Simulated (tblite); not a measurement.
Geometry relaxation of C3H7Cl3Si2

System: C3H7Cl3Si2, SMILES ClC(Cl)(Cl)C1[SiH2]C[SiH2]1.
Method: GFN2-xTB geometry optimisation, gas phase (tblite 0.8.0).

It belongs to a series of runs on one base structure; here: H on C replaced by CCl3.

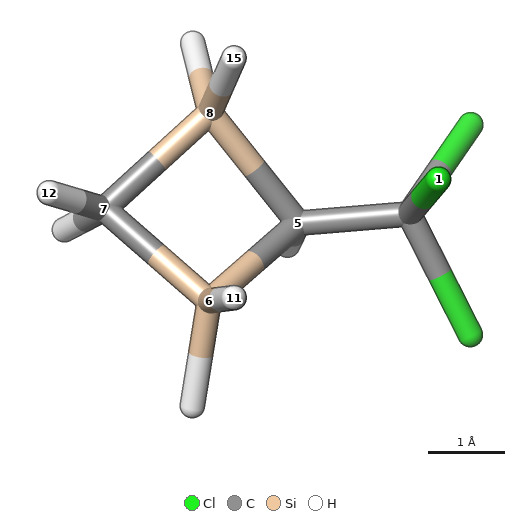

Fig. 1: The starting structure (stick view, seen at a tilt; atoms are numbered from 1 in the order of the input). Bond lengths as drawn: C–C 1.51 Å, C–Cl 1.78 to 1.81 Å, C–H 1.09 to 1.10 Å, C–Si 1.90 to 1.91 Å and H–Si 1.48 to 1.49 Å.

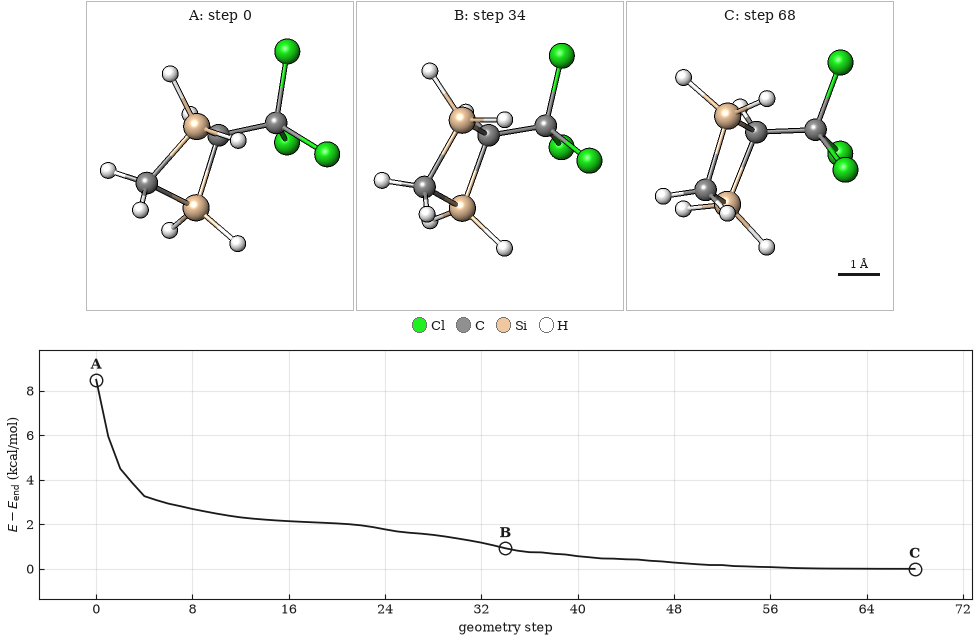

Fig. 2: Frames of the relaxation (ball-and-stick view, seen at a tilt) above the curves, on which the letters mark them (steps are counted from 0).

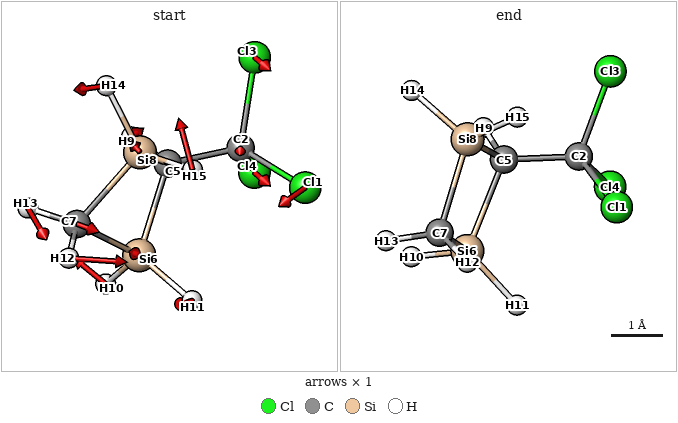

Fig. 3: Before (left) and after (right) the relaxation, at one scale (ball-and-stick view, seen at a tilt). The red arrows give the displacements, at true length. The largest move after the best rigid fit is that of H12, 1.18 Å. Largest moves by element: H 1.18 Å, Cl 0.82 Å, C 0.54 Å, Si 0.37 Å. Among the contacts that change: C2–C5 1.509 → 1.475 Å, C5–Si6 1.903 → 1.936 Å, C5–Si8 1.908 → 1.937 Å, Si6–H11 1.481 → 1.457 Å. Among the angles that change: Si6–C7–Si8 85.4° → 93.5°, Si6–C5–Si8 84.9° → 92.3°, Cl1–C2–C5 117.1° → 111.0°. The energy falls by 8.50 kcal/mol in 68 geometry steps. The largest force component goes from 1.8 to 0.008 eV/Å. (Atoms are counted from 1 in the order of the input.)

The input and output of the run follow.

### Input
```
{"job": {"kind": "relax", "xc": "GFN2-xTB", "basis": "xTB"}, "charge": 0, "multiplicity": 1}
Cl     2.181200     1.832000     0.101200
C      1.990200     0.087900    -0.202000
Cl     2.730200    -0.284800    -1.801500
Cl     3.011100    -0.778100     1.012100
C      0.590200    -0.472300    -0.139200
Si    -0.527200    -0.083400     1.351500
C     -2.010500    -0.155700     0.173200
Si    -0.776100     0.372900    -1.168100
H      0.570500    -1.555000    -0.335800
H     -0.531800    -1.161700     2.374400
H     -0.323700     1.266000     1.928000
H     -2.813800     0.550900     0.388100
H     -2.418400    -1.163100     0.048900
H     -1.022000    -0.296700    -2.476300
H     -0.654200     1.849100    -1.276400
```

The first line tells a small driver script what to run in tblite; the rest is the geometry in Å.

Launched with:
```bash
OMP_NUM_THREADS=1 python <driver script> task.json out
```

### Output
```
step      E/eV     max force
  0    -736.44260    1.810
  1    -736.55309    0.775
  2    -736.61593    0.535
  3    -736.64363    0.542
  4    -736.66941    0.322
  5    -736.67712    0.248
  6    -736.68395    0.170
  7    -736.68899    0.184
  8    -736.69437    0.176
  9    -736.69900    0.176
 10    -736.70341    0.147
 11    -736.70736    0.173
 12    -736.71074    0.183
 13    -736.71319    0.159
 14    -736.71510    0.097
 15    -736.71676    0.101
 16    -736.71813    0.103
 17    -736.71929    0.120
 18    -736.72035    0.094
 19    -736.72139    0.091
 20    -736.72253    0.088
 21    -736.72401    0.166
 22    -736.72625    0.237
 23    -736.72969    0.266
 24    -736.73410    0.211
 25    -736.73814    0.158
 26    -736.74065    0.137
 27    -736.74246    0.118
 28    -736.74486    0.134
 29    -736.74802    0.148
 30    -736.75174    0.174
 31    -736.75567    0.206
 32    -736.76000    0.216
 33    -736.76522    0.244
 34    -736.77096    0.203
 35    -736.77562    0.178
 36    -736.77858    0.132
 37    -736.77897    0.192
 38    -736.78162    0.150
 39    -736.78308    0.108
 40    -736.78635    0.109
 41    -736.78849    0.107
 42    -736.79079    0.102
 43    -736.79117    0.152
 44    -736.79240    0.070
 45    -736.79293    0.068
 46    -736.79522    0.081
 47    -736.79659    0.091
 48    -736.79876    0.113
 49    -736.80045    0.126
 50    -736.80216    0.135
 51    -736.80355    0.123
 52    -736.80363    0.194
 53    -736.80562    0.066
 54    -736.80624    0.054
 55    -736.80713    0.067
 56    -736.80760    0.056
 57    -736.80854    0.060
 58    -736.80943    0.053
 59    -736.80990    0.050
 60    -736.81028    0.038
 61    -736.81049    0.028
 62    -736.81059    0.030
 63    -736.81068    0.026
 64    -736.81079    0.032
 65    -736.81090    0.022
 66    -736.81095    0.015
 67    -736.81097    0.013
 68    -736.81099    0.009
```

### Trajectory as extended XYZ (Å, eV, eV/Å), 15 of the 69 frames kept, from step=0 to step=68
```
15
Properties=species:S:1:pos:R:3:forces:R:3 step=0 energy=-736.44260
Cl    2.1812    1.8320    0.1012   -0.3310  -0.4520  -0.0950
C     1.9902    0.0879   -0.2020   -0.3200  -0.9560   0.0530
Cl    2.7302   -0.2848   -1.8015   -0.0740   0.1760   0.0230
Cl    3.0111   -0.7781    1.0121    0.0140   0.1360   0.0470
C     0.5902   -0.4723   -0.1392    0.6060   0.8310  -0.1330
Si   -0.5272   -0.0834    1.3515   -0.0140  -0.4020   1.7650
C    -2.0105   -0.1557    0.1732   -0.1930   0.3050   0.1350
Si   -0.7761    0.3729   -1.1681   -0.4590   0.1470  -1.7310
H     0.5705   -1.5550   -0.3358    0.3940   0.4470   0.0450
H    -0.5318   -1.1617    2.3744    0.0970   0.3500  -0.1830
H    -0.3237    1.2660    1.9280    0.0030  -0.4220  -0.1680
H    -2.8138    0.5509    0.3881    0.0450  -0.3450  -0.0930
H    -2.4184   -1.1631    0.0489    0.0370   0.4000   0.0090
H    -1.0220   -0.2967   -2.4763    0.1640   0.3070   0.3070
H    -0.6542    1.8491   -1.2764    0.0300  -0.5230   0.0190
15
Properties=species:S:1:pos:R:3:forces:R:3 step=5 energy=-736.67712
Cl    2.1408    1.7812    0.0919   -0.0670   0.0860   0.0280
C     1.9820    0.0392   -0.1980   -0.0720   0.2370   0.0080
Cl    2.7243   -0.2737   -1.8070   -0.0470  -0.0650  -0.0120
Cl    3.0155   -0.7752    1.0242   -0.0420  -0.0760   0.0150
C     0.5762   -0.4143   -0.1371    0.1180  -0.0460   0.0350
Si   -0.5303   -0.1071    1.4183    0.0390  -0.0950   0.0170
C    -1.9851   -0.1260    0.1812   -0.0910   0.0380   0.0040
Si   -0.8050    0.3698   -1.2367    0.0380  -0.1020  -0.0510
H     0.6061   -1.4882   -0.3287   -0.0890  -0.0800  -0.0190
H    -0.5165   -1.1718    2.4071    0.0710  -0.0420   0.1320
H    -0.3181    1.2385    1.9301    0.0470  -0.0070   0.1440
H    -2.8215    0.5309    0.3831   -0.0120   0.1030   0.0280
H    -2.4094   -1.1185    0.0493    0.0700  -0.0040  -0.0160
H    -1.0136   -0.2921   -2.5121    0.0250   0.0020  -0.1730
H    -0.6498    1.8153   -1.2875    0.0130   0.0530  -0.1410
15
Properties=species:S:1:pos:R:3:forces:R:3 step=10 energy=-736.70341
Cl    2.1120    1.8015    0.0989   -0.0030  -0.0470  -0.0040
C     1.9698    0.0645   -0.1941   -0.0420  -0.1330   0.0080
Cl    2.7055   -0.2823   -1.8041   -0.0300   0.0770   0.0490
Cl    2.9991   -0.7844    1.0248   -0.0470   0.1040  -0.0300
C     0.5736   -0.4144   -0.1329   -0.1160  -0.0300  -0.0150
Si   -0.5254   -0.1270    1.4384   -0.0360   0.0320  -0.1390
C    -1.9827   -0.1076    0.1837    0.0670  -0.0200  -0.0130
Si   -0.8022    0.3538   -1.2626   -0.0180   0.0020   0.1290
H     0.5984   -1.4905   -0.3307    0.0340   0.0260   0.0140
H    -0.4896   -1.1816    2.4492    0.0290   0.0300  -0.0350
H    -0.3025    1.2121    1.9750    0.0310  -0.0600   0.0970
H    -2.8214    0.5534    0.3885    0.1150  -0.0440  -0.0240
H    -2.3931   -1.1072    0.0460   -0.0320   0.0690   0.0230
H    -1.0002   -0.2859   -2.5624    0.0370   0.0210   0.0560
H    -0.6457    1.8034   -1.3397    0.0110  -0.0260  -0.1170
15
Properties=species:S:1:pos:R:3:forces:R:3 step=15 energy=-736.71676
Cl    2.0912    1.8003    0.1025   -0.0560   0.0180   0.0070
C     1.9504    0.0604   -0.1912    0.0520   0.0110  -0.0130
Cl    2.6879   -0.2680   -1.7973    0.0140   0.0210  -0.0610
Cl    2.9800   -0.7672    1.0259    0.0310  -0.0110   0.0690
C     0.5597   -0.4238   -0.1340    0.0340   0.0030  -0.0150
Si   -0.5245   -0.1323    1.4356    0.0280   0.0140   0.0960
C    -1.9735   -0.1026    0.1826   -0.0280   0.0100   0.0150
Si   -0.8020    0.3493   -1.2635    0.0200   0.0460  -0.0830
H     0.5972   -1.4977   -0.3300   -0.0090  -0.0410  -0.0040
H    -0.4674   -1.1768    2.4553   -0.0090  -0.0400  -0.0530
H    -0.2849    1.1802    2.0273    0.0140  -0.0090   0.0120
H    -2.7994    0.5658    0.3879   -0.0480   0.0650   0.0130
H    -2.3973   -1.0935    0.0489   -0.0590  -0.0330   0.0030
H    -0.9824   -0.2788   -2.5697    0.0010  -0.0580   0.0350
H    -0.6395    1.7927   -1.4022    0.0150   0.0040  -0.0210
15
Properties=species:S:1:pos:R:3:forces:R:3 step=19 energy=-736.72139
Cl    2.0694    1.7988    0.1047   -0.0110   0.0380   0.0050
C     1.9508    0.0599   -0.1926   -0.0040  -0.0100   0.0120
Cl    2.6851   -0.2548   -1.8064    0.0240   0.0030   0.0570
Cl    2.9795   -0.7592    1.0402    0.0010   0.0260  -0.0670
C     0.5607   -0.4281   -0.1359   -0.0040  -0.0010   0.0090
Si   -0.5201   -0.1324    1.4410   -0.0270  -0.0230  -0.0690
C    -1.9753   -0.0976    0.1846    0.0110   0.0420  -0.0040
Si   -0.7991    0.3523   -1.2691   -0.0140  -0.0480   0.0580
H     0.5952   -1.5046   -0.3299   -0.0020   0.0310  -0.0010
H    -0.4608   -1.1887    2.4459   -0.0150  -0.0640  -0.0220
H    -0.2730    1.1685    2.0540    0.0080  -0.0010  -0.0090
H    -2.7964    0.5818    0.3893    0.0240  -0.0010   0.0020
H    -2.4121   -1.0875    0.0523    0.0140   0.0890   0.0150
H    -0.9757   -0.2935   -2.5660   -0.0130  -0.0630   0.0070
H    -0.6326    1.7932   -1.4340    0.0080  -0.0180   0.0070
15
Properties=species:S:1:pos:R:3:forces:R:3 step=24 energy=-736.73410
Cl    2.0014    1.8217    0.1148    0.0590  -0.0710  -0.0090
C     1.9473    0.0667   -0.1884   -0.1160   0.1760   0.0030
Cl    2.7012   -0.2158   -1.7927    0.0060   0.0020  -0.0140
Cl    2.9879   -0.7210    1.0355    0.0450  -0.0120   0.0480
C     0.5624   -0.4363   -0.1365   -0.0400   0.0140  -0.0080
Si   -0.5182   -0.1483    1.4384    0.0510  -0.0190   0.1460
C    -1.9743   -0.0488    0.1916   -0.0050  -0.0100   0.0340
Si   -0.7956    0.3362   -1.2718    0.0210   0.0260  -0.1420
H     0.5918   -1.5102   -0.3325    0.0780  -0.0380  -0.0100
H    -0.4618   -1.2677    2.3843   -0.0500   0.0670  -0.0640
H    -0.2380    1.1237    2.1082   -0.0250  -0.1120  -0.0570
H    -2.7798    0.6442    0.3985    0.0270   0.1530   0.0220
H    -2.4503   -1.0172    0.0710   -0.0030  -0.0940  -0.0290
H    -0.9702   -0.3871   -2.5334   -0.0330   0.0180   0.0600
H    -0.6082    1.7679   -1.5089   -0.0150  -0.1000   0.0210
15
Properties=species:S:1:pos:R:3:forces:R:3 step=29 energy=-736.74802
Cl    1.9385    1.8436    0.1278    0.0250   0.0190   0.0040
C     1.9206    0.1019   -0.1828    0.1120  -0.0370   0.0120
Cl    2.7104   -0.1639   -1.7798   -0.0610   0.0230   0.0080
Cl    2.9981   -0.6709    1.0440   -0.0880   0.0470  -0.0180
C     0.5550   -0.4466   -0.1409    0.1010  -0.0150   0.0340
Si   -0.5154   -0.1765    1.4448   -0.0200  -0.0490  -0.1380
C    -1.9741    0.0042    0.2052    0.0080   0.0010  -0.0570
Si   -0.7975    0.3113   -1.2884   -0.0340  -0.0880   0.1020
H     0.6209   -1.5205   -0.3375    0.0650   0.0390  -0.0050
H    -0.4780   -1.3500    2.3091   -0.0640  -0.0440   0.0780
H    -0.1986    1.0426    2.1716    0.0070   0.0420   0.0270
H    -2.7305    0.7575    0.4138    0.0850  -0.0730  -0.0080
H    -2.4938   -0.9467    0.0871   -0.0490   0.1070   0.0290
H    -0.9774   -0.4933   -2.4917   -0.0800  -0.0090  -0.0620
H    -0.5825    1.7152   -1.6045   -0.0070   0.0380  -0.0050
15
Properties=species:S:1:pos:R:3:forces:R:3 step=34 energy=-736.77096
Cl    1.8731    1.8968    0.1512   -0.0450   0.0710  -0.0020
C     1.9216    0.1563   -0.1688   -0.1070   0.0530  -0.0210
Cl    2.7008   -0.0684   -1.7682    0.0880   0.0050  -0.0590
Cl    2.9896   -0.5729    1.0672    0.1210  -0.0540   0.0680
C     0.5816   -0.4607   -0.1447   -0.0520  -0.0160  -0.0560
Si   -0.5135   -0.2481    1.4284    0.0400   0.0230   0.1540
C    -1.9629    0.0798    0.2115    0.0450  -0.0910   0.0600
Si   -0.8037    0.2377   -1.3041    0.1520   0.0590  -0.1210
H     0.7348   -1.5215   -0.3507   -0.0440  -0.0560  -0.0040
H    -0.5674   -1.4867    2.2131   -0.0290   0.1030  -0.0190
H    -0.1470    0.9069    2.2491   -0.0290  -0.1070  -0.0510
H    -2.5988    0.9306    0.4374    0.0080  -0.0620  -0.0350
H    -2.6047   -0.7938    0.1235   -0.1000   0.0840   0.0300
H    -1.0540   -0.6619   -2.4355   -0.0210   0.0900   0.0570
H    -0.5540    1.6139   -1.7315   -0.0280  -0.1010   0.0010
15
Properties=species:S:1:pos:R:3:forces:R:3 step=39 energy=-736.78308
Cl    1.8081    1.9308    0.1641   -0.0860  -0.0460  -0.0160
C     1.9038    0.1909   -0.1629    0.0560  -0.0080  -0.0020
Cl    2.7084   -0.0032   -1.7606    0.0390   0.0190   0.0330
Cl    2.9971   -0.5130    1.0822    0.0230   0.0160  -0.0390
C     0.5885   -0.4767   -0.1502    0.0530  -0.0060   0.0230
Si   -0.5091   -0.2872    1.4300   -0.0350  -0.0180  -0.0270
C    -1.9465    0.1183    0.2199   -0.0510   0.0070  -0.0180
Si   -0.7920    0.2007   -1.3191   -0.0810  -0.0110   0.0460
H     0.7813   -1.5324   -0.3579   -0.0450   0.0160   0.0080
H    -0.6111   -1.5560    2.1516   -0.0170   0.0310   0.0230
H    -0.1109    0.8046    2.3117   -0.0090  -0.0240  -0.0230
H    -2.5130    1.0204    0.4434    0.0990  -0.0300  -0.0310
H    -2.6838   -0.6811    0.1525    0.0700   0.0380   0.0020
H    -1.0894   -0.7497   -2.3929   -0.0080   0.0530   0.0100
H    -0.5359    1.5416   -1.8338   -0.0070  -0.0350   0.0110
15
Properties=species:S:1:pos:R:3:forces:R:3 step=44 energy=-736.79240
Cl    1.6894    1.9615    0.1764   -0.0540  -0.0190   0.0190
C     1.8930    0.2332   -0.1537   -0.0150  -0.0320   0.0020
Cl    2.7388    0.0946   -1.7353   -0.0370   0.0050  -0.0180
Cl    3.0228   -0.4217    1.0857   -0.0350   0.0310   0.0180
C     0.6067   -0.4944   -0.1528   -0.0050  -0.0290  -0.0210
Si   -0.5150   -0.3499    1.4199    0.0170   0.0180  -0.0120
C    -1.9298    0.1749    0.2287    0.0420   0.0320   0.0080
Si   -0.7996    0.1416   -1.3238    0.0410   0.0040  -0.0110
H     0.8399   -1.5388   -0.3654    0.0010  -0.0350  -0.0040
H    -0.6890   -1.6467    2.0735   -0.0090  -0.0030  -0.0080
H    -0.0682    0.6538    2.3778   -0.0190   0.0200  -0.0110
H    -2.3566    1.1506    0.4435    0.0240   0.0140   0.0170
H    -2.7702   -0.5146    0.1919    0.0690  -0.0050  -0.0080
H    -1.1512   -0.8591   -2.3300   -0.0050  -0.0190  -0.0040
H    -0.5155    1.4229   -1.9585   -0.0140   0.0180   0.0340
15
Properties=species:S:1:pos:R:3:forces:R:3 step=49 energy=-736.80045
Cl    1.5682    1.9522    0.1919    0.0120   0.0080  -0.0220
C     1.8742    0.2379   -0.1508   -0.0570   0.0220  -0.0180
Cl    2.7340    0.1511   -1.7299   -0.0400   0.0090   0.0320
Cl    3.0173   -0.3554    1.0980    0.0020  -0.0200   0.0190
C     0.6137   -0.5295   -0.1616   -0.0030  -0.0440   0.0060
Si   -0.5030   -0.3744    1.4132   -0.0230  -0.0090   0.0100
C    -1.8919    0.2251    0.2324   -0.0330  -0.0190  -0.0040
Si   -0.7848    0.1149   -1.3338   -0.0630   0.0000   0.0140
H     0.8555   -1.5714   -0.3714    0.0830  -0.0230  -0.0150
H    -0.7242   -1.6834    2.0297    0.0000   0.0040  -0.0200
H    -0.0559    0.5865    2.4116    0.0300   0.0290  -0.0010
H    -2.2599    1.2259    0.4511   -0.0030  -0.0950  -0.0250
H    -2.7601   -0.4323    0.2070    0.0560   0.1130   0.0050
H    -1.1748   -0.9143   -2.2988    0.0080   0.0020   0.0140
H    -0.5127    1.3753   -2.0102    0.0320   0.0240   0.0040
15
Properties=species:S:1:pos:R:3:forces:R:3 step=53 energy=-736.80562
Cl    1.4826    1.9590    0.2005   -0.0150  -0.0100  -0.0160
C     1.8505    0.2597   -0.1477    0.0080  -0.0250   0.0460
Cl    2.7277    0.2116   -1.7151   -0.0420   0.0000   0.0020
Cl    3.0174   -0.2941    1.1101   -0.0610  -0.0010  -0.0260
C     0.6225   -0.5606   -0.1668    0.0040   0.0090  -0.0220
Si   -0.5015   -0.4118    1.4064    0.0050   0.0370   0.0200
C    -1.8612    0.2658    0.2357   -0.0450  -0.0060   0.0360
Si   -0.7871    0.0770   -1.3400    0.0330   0.0400  -0.0100
H     0.9130   -1.5903   -0.3809    0.0220   0.0250   0.0020
H    -0.7794   -1.7277    1.9822    0.0120  -0.0060  -0.0250
H    -0.0361    0.5092    2.4379    0.0220  -0.0180  -0.0330
H    -2.1549    1.2897    0.4523    0.0120  -0.0150  -0.0170
H    -2.7774   -0.3175    0.2278   -0.0030   0.0080   0.0000
H    -1.2174   -0.9752   -2.2620    0.0200   0.0020   0.0240
H    -0.5030    1.3132   -2.0623    0.0280  -0.0410   0.0190
15
Properties=species:S:1:pos:R:3:forces:R:3 step=58 energy=-736.80943
Cl    1.3691    1.9562    0.2063    0.0060   0.0350   0.0170
C     1.8218    0.2776   -0.1367   -0.0160   0.0110  -0.0450
Cl    2.7108    0.2775   -1.7003   -0.0240  -0.0070  -0.0240
Cl    2.9999   -0.2287    1.1180   -0.0040  -0.0160   0.0500
C     0.6286   -0.5895   -0.1715   -0.0100   0.0230   0.0050
Si   -0.5009   -0.4429    1.3991   -0.0050  -0.0250  -0.0420
C    -1.8323    0.3131    0.2438    0.0090  -0.0060  -0.0140
Si   -0.7841    0.0460   -1.3402    0.0190  -0.0350   0.0260
H     0.9635   -1.6049   -0.3889   -0.0330   0.0230   0.0130
H    -0.8234   -1.7738    1.9125    0.0000  -0.0070  -0.0060
H    -0.0031    0.4191    2.4620    0.0270   0.0070   0.0120
H    -2.0407    1.3597    0.4498   -0.0060  -0.0150   0.0050
H    -2.7902   -0.1988    0.2503    0.0140   0.0120   0.0050
H    -1.2441   -1.0400   -2.2052   -0.0020  -0.0070   0.0070
H    -0.4792    1.2373   -2.1208    0.0250   0.0080  -0.0090
15
Properties=species:S:1:pos:R:3:forces:R:3 step=63 energy=-736.81068
Cl    1.3727    1.9654    0.2083    0.0090  -0.0080   0.0000
C     1.8186    0.2836   -0.1383    0.0030   0.0120   0.0100
Cl    2.7002    0.2773   -1.7035    0.0030   0.0050  -0.0010
Cl    2.9904   -0.2302    1.1239    0.0010   0.0120  -0.0030
C     0.6266   -0.5838   -0.1705    0.0050   0.0060   0.0070
Si   -0.5021   -0.4451    1.3973   -0.0010  -0.0070   0.0080
C    -1.8329    0.3146    0.2434    0.0000   0.0070   0.0000
Si   -0.7829    0.0431   -1.3392   -0.0230   0.0030  -0.0110
H     0.9638   -1.5976   -0.3870   -0.0190  -0.0080   0.0040
H    -0.8218   -1.7805    1.9023   -0.0030   0.0100  -0.0040
H     0.0067    0.4117    2.4610    0.0020  -0.0080  -0.0010
H    -2.0404    1.3615    0.4507    0.0110  -0.0180  -0.0020
H    -2.7926   -0.1933    0.2517    0.0090  -0.0030  -0.0030
H    -1.2420   -1.0483   -2.1977   -0.0060  -0.0030   0.0020
H    -0.4686    1.2296   -2.1245    0.0080   0.0010  -0.0050
15
Properties=species:S:1:pos:R:3:forces:R:3 step=68 energy=-736.81099
Cl    1.3524    1.9667    0.2109    0.0010   0.0020  -0.0010
C     1.8132    0.2897   -0.1365    0.0000  -0.0050   0.0000
Cl    2.6979    0.2935   -1.7004    0.0000  -0.0010   0.0010
Cl    2.9885   -0.2122    1.1268    0.0000   0.0000  -0.0020
C     0.6278   -0.5871   -0.1713   -0.0030  -0.0010  -0.0010
Si   -0.5022   -0.4535    1.3953   -0.0020   0.0070   0.0020
C    -1.8255    0.3233    0.2442    0.0050   0.0000  -0.0020
Si   -0.7847    0.0354   -1.3411    0.0080   0.0000   0.0010
H     0.9678   -1.6002   -0.3866    0.0030   0.0080  -0.0020
H    -0.8348   -1.7898    1.8875   -0.0040  -0.0030  -0.0010
H     0.0147    0.3877    2.4671   -0.0020  -0.0010   0.0050
H    -2.0114    1.3739    0.4503   -0.0020   0.0000   0.0020
H    -2.7941   -0.1668    0.2566    0.0020  -0.0040  -0.0010
H    -1.2524   -1.0637   -2.1851   -0.0050   0.0000   0.0020
H    -0.4616    1.2109   -2.1397   -0.0020  -0.0020  -0.0030
```

### Key numbers

- outcome: converged
- total energy: −736.8110 eV
- hardware: 1 CPU thread, shared host
- wall time: 0.65 s
- peak memory: 0.18 GiB
